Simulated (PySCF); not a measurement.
System: C$_{5}$H$_{13}$FSi$_{2}$.

```xyz
21

C     1.7501    0.4571    1.3471
C     2.2732    0.0009   -0.0111
Si    0.9020   -0.3396   -1.2831
C    -0.4855    0.9858   -1.4007
Si   -1.8040   -0.1426   -0.5732
C    -2.2752    0.3315    1.1983
C    -0.4759   -1.5553   -0.6564
F    -0.2154   -2.2171    0.5456
H     2.5721    0.6064    2.0461
H     1.0820   -0.2906    1.7660
H     1.2080    1.3961    1.2566
H     2.8618   -0.9074    0.1245
H     2.9554    0.7543   -0.4079
H     1.4869   -0.7410   -2.5701
H    -0.7316    1.2497   -2.4253
H    -0.2852    1.9224   -0.8872
H    -2.9890   -0.4176   -1.3973
H    -1.4060    0.6380    1.7722
H    -2.9897    1.1486    1.2087
H    -2.7271   -0.5113    1.7120
H    -0.7155   -2.3512   -1.3653
```

Geometry: GFN2-xTB.

Method: PBE0/pcSseg-1, SCF density, gas phase, non-relativistic in PySCF.

> What will maps of the electron density and electron localisation function show?

C–C (1.53 Å): the density is about 1.6 e/Å³ at the midpoint; the ELF peaks at about 0.95 between the atoms: a covalent bond.
C–Si (1.89 Å): ρ is about 0.92 e/Å³ halfway; the ELF peaks at about 0.95 between the atoms (localised, covalent bonding).
C–H (1.09 Å): the density is about 2 e/Å³ at the midpoint; the ELF climbs to about 1 towards the hydrogen, as it does in any bond to H: a covalent bond by its length.
Si–H (1.47 Å): ρ at the midpoint is about 0.81 e/Å³; the ELF climbs to about 1 towards the hydrogen.

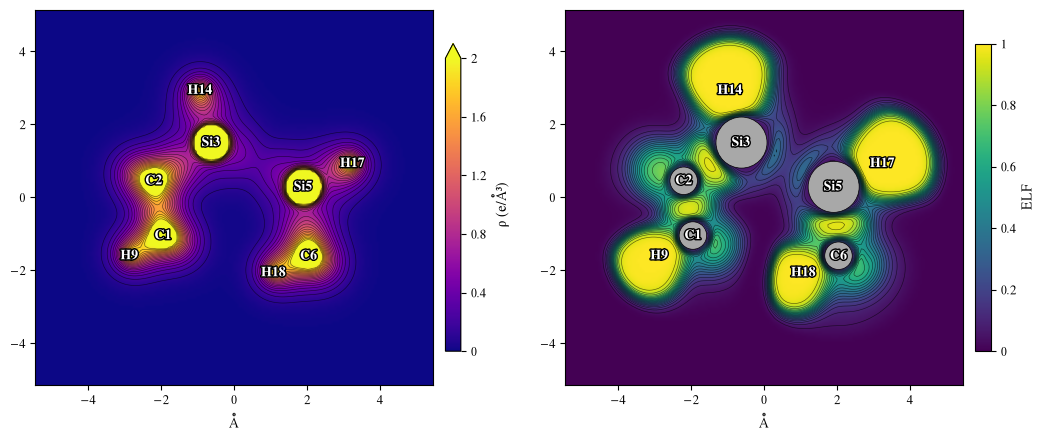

Computed electron density and electron localisation function on the plane of atoms C6, Si5 and H17, in this order. Grey discs cover the atomic cores in the ELF map. 
